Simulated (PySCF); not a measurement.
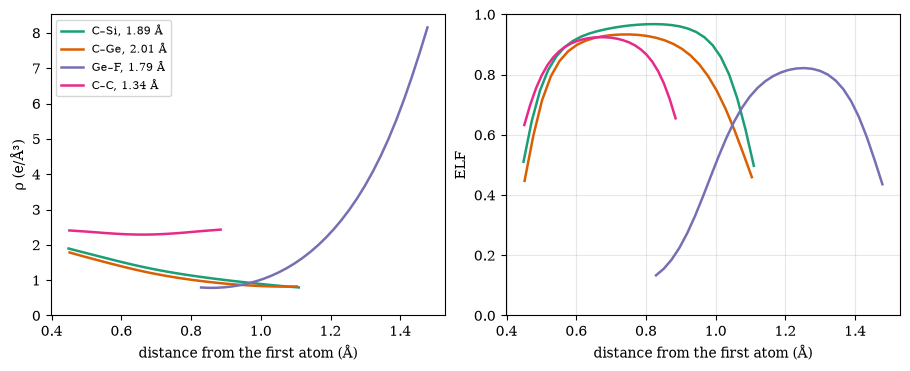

Figure 1: C₄H₉FGeSi. Total electron density and electron localisation function along straight lines between neighbouring atoms. The curves leave out the atomic cores.

Geometry: GFN2-xTB.

All numbers below come from CAM-B3LYP/def2-SVPD, SCF density, gas phase (PySCF).

```xyz
16

C     2.2949   -0.6545    0.1449
C     0.8510   -0.2565    0.0648
C    -0.1105   -1.1535   -0.1672
C    -1.5747   -0.8707   -0.2767
Ge   -1.9060    1.0670    0.1253
F    -2.6456    1.6909   -1.3825
Si    0.3896    1.5587    0.3014
H     2.7161   -0.3516    1.1027
H     2.8678   -0.1549   -0.6353
H     2.4180   -1.7306    0.0335
H     0.1631   -2.1982   -0.2973
H    -1.9112   -1.1107   -1.2894
H    -2.1206   -1.5475    0.3858
H    -3.1398    1.2426    1.0165
H     0.7952    2.0518    1.6202
H     0.9051    2.4267   -0.7582
```

### Compare the contacts.

C–Si (1.89 Å): ρ at the midpoint is about 0.95 e/Å³; the ELF peaks at about 0.95 between the atoms (localised, covalent bonding).
C–Ge (2.01 Å): ρ is about 0.83 e/Å³ halfway; the ELF peaks at about 0.95 in the valence shell of C, 0.8 Å from its nucleus, and is about 0.75 at the midpoint.
Ge–F (1.79 Å): ρ is about 0.8 e/Å³ halfway; the ELF peaks at about 0.80 in the valence shell of F, 0.5 Å from its nucleus, and is about 0.20 at the midpoint.
C–C (1.34 Å): ρ at the midpoint is about 2.3 e/Å³; the ELF peaks at about 0.90 between the atoms (a multiple bond).
